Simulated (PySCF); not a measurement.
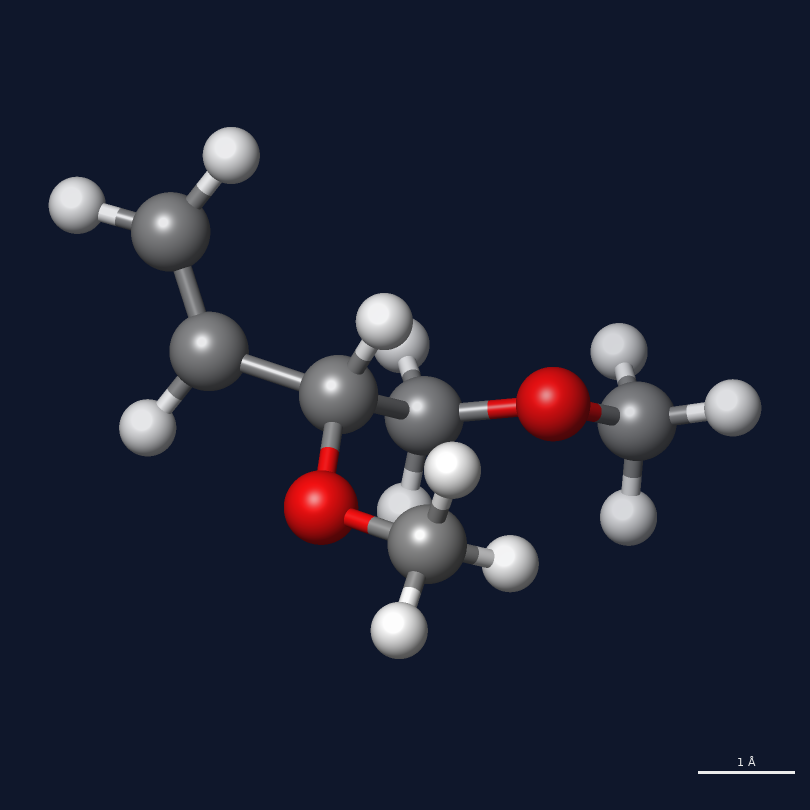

Colours: carbon grey, oxygen red, hydrogen white.

The computed structure is the end point of a GFN2-xTB optimisation. No frequency run is at hand to confirm it as a minimum.

What does the picture show?

The molecule is C₆H₁₂O₂. SMILES: `C=C[C@H](COC)OC`. It has no ring. Among its groups: ether, alkene. This geometry has C1 symmetry. Coordination: 2 C trigonal planar; 4 C tetrahedral; 2 O bent.

The parts below concern this one geometry. Atoms keep their numbers from picture to picture.

**Geometry**

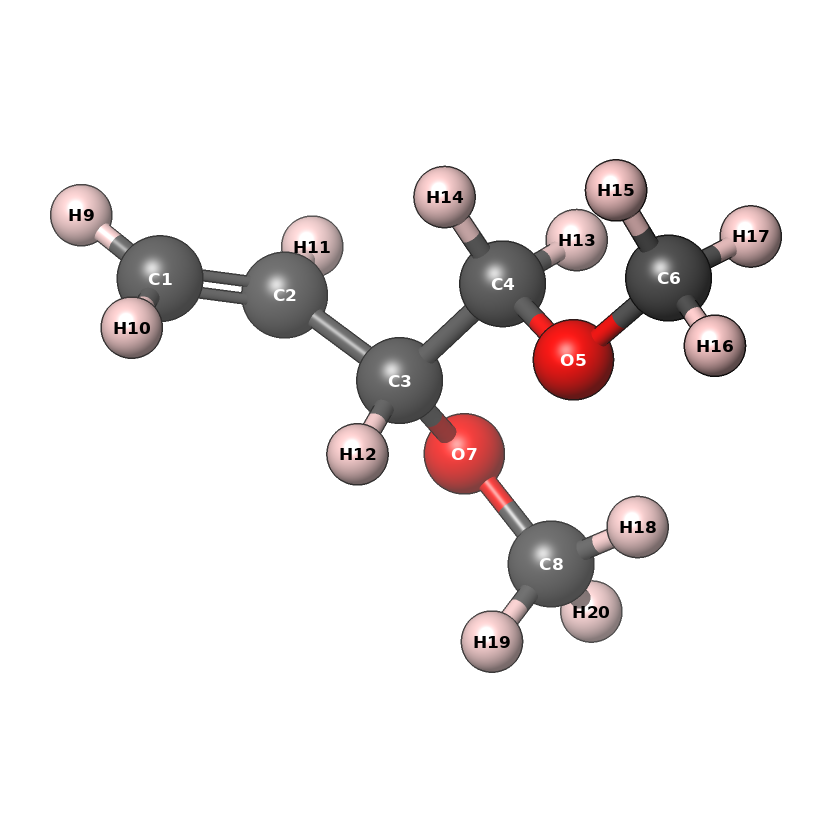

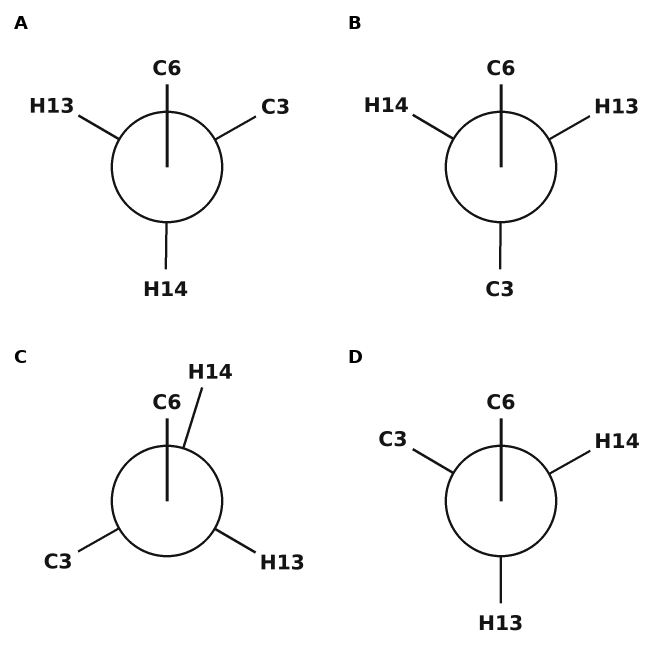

Depth is shown by fading: the farther an atom, the more it takes the colour of the background. Bonds that would overlap in a projection are set slightly apart. No frequency run is at hand to confirm it as a minimum.

Question: Which Newman projection shows the view along O5–C4, with O5 in front?

Answer: B. The torsion angle C6–O5–C4–C3 is 180°, antiperiplanar (anti).

**Polarisability**

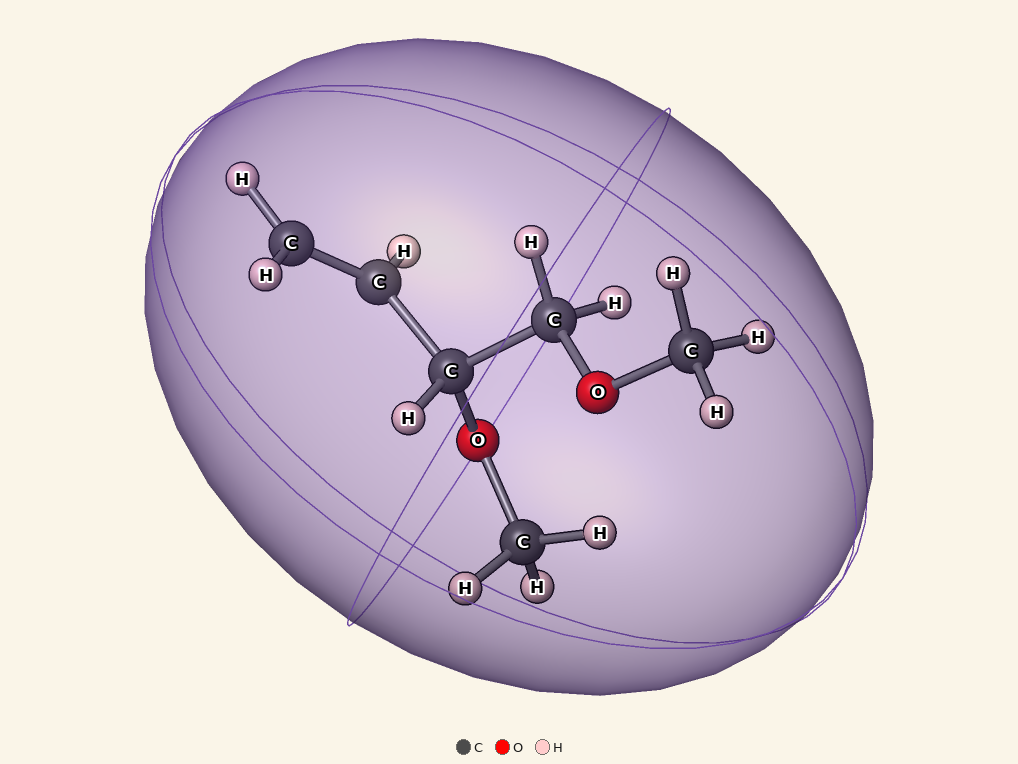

The ellipsoid shows the static dipole polarisability: its half-axes are proportional to the principal values. No frequency run is at hand to confirm it as a minimum. Method: PBE0/def2-SVPD (PySCF 2.14.0).

Question: Give the principal values, the mean and the anisotropy.

Answer: Principal values 72.6, 81.8, 99.1 bohr³; mean 84.5 bohr³ (12.52 Å³); anisotropy 23.3 bohr³, so the longest axis is 1.36 times the shortest.

**Charges**

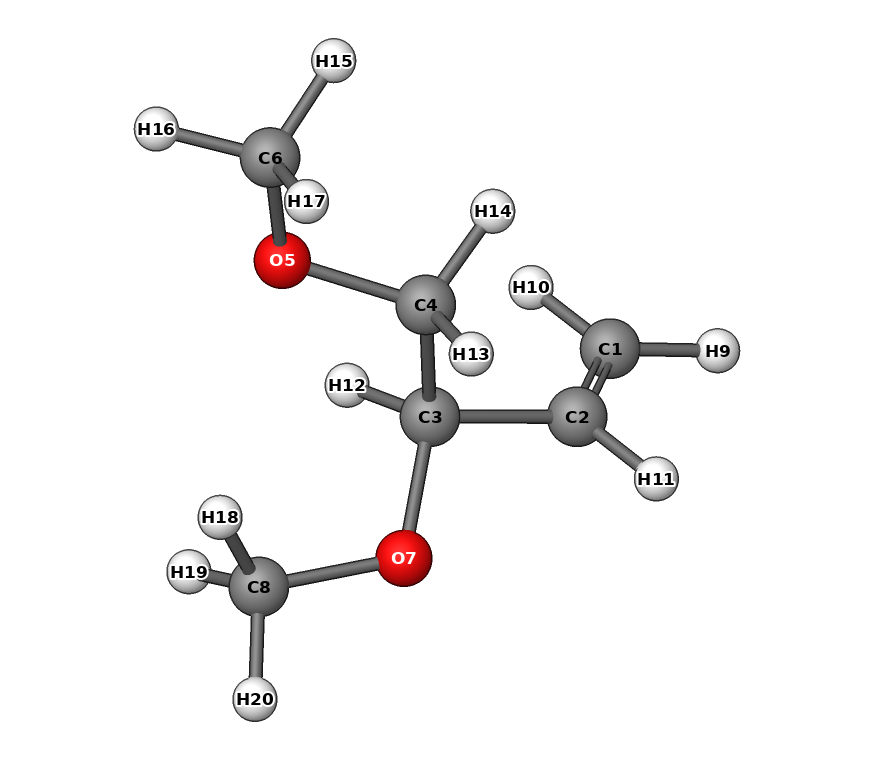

The questions are on IAO charges. No frequency run is at hand to confirm it as a minimum. Level of theory: PBE0/pcSseg-1, gas phase (PySCF 2.14.0).

List the IAO charges.

```tsv
atom	value (e)
C1	−0.32
C2	−0.13
C3	0.09
C4	−0.07
O5	−0.39
C6	−0.20
O7	−0.40
C8	−0.20
H9	0.15
H10	0.15
H11	0.15
H12	0.13
H13	0.12
H14	0.12
H15	0.12
H16	0.16
H17	0.12
H18	0.13
H19	0.12
H20	0.15
```

**NMR shielding**

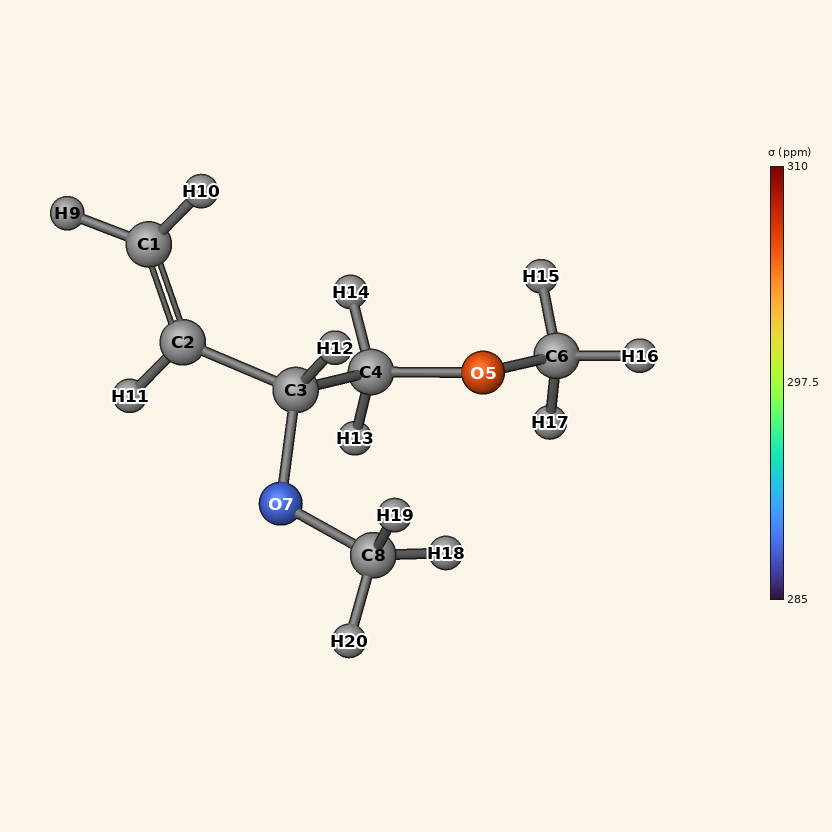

Atoms are coloured by their isotropic NMR shieldings (O only, the others grey). No frequency run is at hand to confirm it as a minimum. Level of theory: GIAO PBE0/pcSseg-1 NMR shielding, non-relativistic, gas phase (PySCF 2.14.0).

Give the isotropic NMR shieldings of the O atoms atom by atom.

```json
{"atom": "O5", "σ (ppm)": "305.3"}
{"atom": "O7", "σ (ppm)": "288.1"}
```
